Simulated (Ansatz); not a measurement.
System (SMILES): N (NH3).
Geometry (B3LYP-D3(BJ)/def2-TZVP, fixed):
```
N
H 1 1.0136
H 1 1.0136 2 107.33
H 1 1.0136 2 107.33 3 -115.09
```
Charge 0, spin multiplicity 1.

Basis-set convergence of the dipole moment at HF with Ansatz (an electronic-structure program). Dipoles come from the density behind the forces; the sign is taken along the dipole that this method gives in the largest set. Cartesian d functions, on some or all atoms, in 6-31G*, 6-31+G*, 6-31G**; all else is spherical. The program fits the integrals of some runs and decomposes those of others, by size. No added dispersion term, no relativity. Reference: the value in aug-pcseg-3, 1.586 D, itself unsure by roughly 0.002 D (its mean distance from aug-cc-pVQZ, def2-QZVPPD). Deviations are taken from unrounded values.

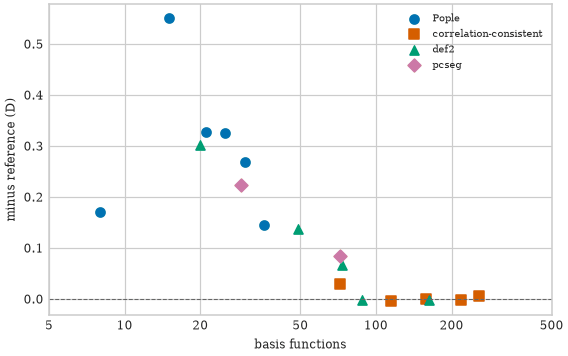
Figure: Deviation from the reference against the number of basis functions, by family of sets.

| basis | functions | dipole moment (D) | minus reference (D) |
|---|---|---|---|
| STO-3G | 8 | 1.757 | 0.171 |
| 3-21G | 15 | 2.137 | 0.550 |
| def2-SV(P) | 20 | 1.888 | 0.302 |
| 6-31G* | 21 | 1.913 | 0.327 |
| 6-31+G* | 25 | 1.912 | 0.326 |
| pcseg-1 | 29 | 1.810 | 0.224 |
| 6-31G** | 30 | 1.855 | 0.268 |
| 6-311G** | 36 | 1.732 | 0.146 |
| def2-TZVP | 49 | 1.724 | 0.138 |
| cc-pVTZ | 72 | 1.616 | 0.030 |
| pcseg-2 | 72 | 1.670 | 0.083 |
| def2-TZVPP | 73 | 1.654 | 0.067 |
| def2-TZVPPD | 88 | 1.584 | -0.002 |
| aug-cc-pVTZ | 115 | 1.583 | -0.003 |
| d-aug-cc-pVTZ | 158 | 1.585 | -0.001 |
| def2-QZVPPD | 162 | 1.585 | -0.002 |
| aug-cc-pVQZ | 218 | 1.584 | -0.003 |
| cc-pV5Z | 256 | 1.591 | 0.005 |
